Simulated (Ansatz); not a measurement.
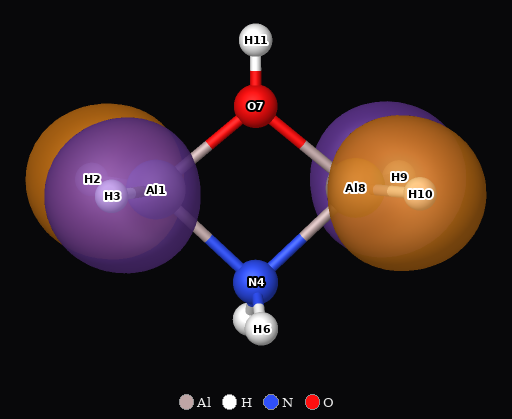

The picture shows: Al2H7NO. The HOMO−1 at ±0.1 Å⁻³ᐟ² (orange and purple are the two phases), seen across its widest extent.

Computed with Ansatz 0.2.0, RHF/6-31G*.

```xyz
11

Al   -0.0311    0.1128    0.2698
H    -0.3383   -1.1726    1.1515
H     1.3201    0.2423   -0.5553
N    -1.5943    0.6567   -0.7987
H    -2.3542   -0.0013   -0.7762
H    -1.3886    0.8298   -1.7675
O    -0.4210    1.6834    1.1981
Al   -1.9150    2.2880    0.2583
H    -3.2358    2.1726    1.1337
H    -1.5895    3.6018   -0.5732
H     0.0031    2.0546    1.9581
```

Question: What is the character of this orbital?

Answer: It lies mainly on Al1 (about 20 %), Al8 (about 20 %), H2 (about 15 %), H3 (about 15 %), H9 (about 15 %) and H10 (about 15 %). Its energy is −11.15 eV.
